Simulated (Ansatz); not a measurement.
**PtSe2 (CdI2 type), energy over volume and axial ratio**

PtSe2 (CdI2 type)

Space group P-3m1 (No. 164); a = 3.7724 Å, b = 3.7724 Å, c = 4.8181 Å, α = 90.00°, β = 90.00°, γ = 120.00°

```json
[
 {"atom": "Pt", "site": "1a", "symmetry": "-3m.", "x": "0.0000", "y": "0.0000", "z": "0.0000"},
 {"atom": "Se", "site": "2d", "symmetry": "3m.", "x": "0.6667", "y": "0.3333", "z": "0.2656"}
]
```

Two coordinates are scanned: the volume, and the ratio of the stretch along z (the conventional c axis) to the stretch across it. Atoms keep their fractional coordinates.

These are PBE-D3(BJ) (plane waves to 420 eV, PAW, scalar-relativistic; Ansatz, a quantum-chemistry and plane-wave program) values and carry that method's errors. k mesh 14×14×10 (Γ-centred), Fermi-Dirac smearing 0.05 eV. The energy includes the smearing's −TS. As the atoms are clamped, bonds stretch with the cell, which overstates energies and stresses. With partly filled bands, the response to shear is sensitive to the k mesh, so small differences along c/a are uncertain. PtSe2 is run without spin polarisation. PtSe2 was relaxed with its symmetry unable to fall. Spin-orbit coupling is left out, though Pt is heavy. The zero of ΔE is the relaxed starting cell.

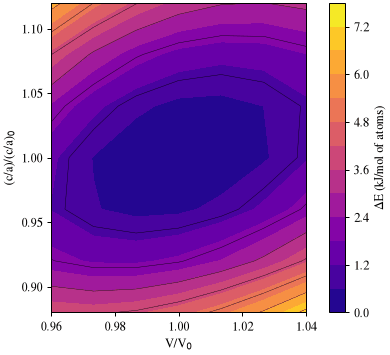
Figure. ΔE (kJ/mol of atoms) over the 7×7 grid of computed points.

The modulus against c/a change at fixed volume, (3/4V)·∂²E/∂(ln c/a)² (fit, atoms clamped) is 35 GPa, an upper bound as the atoms could relax. Lowest place on the grid: V/V₀ = 1.000, (c/a)/(c/a)₀ = 1.000 (0 meV/atom). Highest place on the grid: V/V₀ = 1.040, (c/a)/(c/a)₀ = 0.880 (75 meV/atom).

Near the relaxed cell σzz − σxx = −2Cδ (compression positive), C being this modulus and δ the logarithm of the ratio.

(Under strain, the slope of the energy per volume gives the stress and its curvature an elastic modulus.)
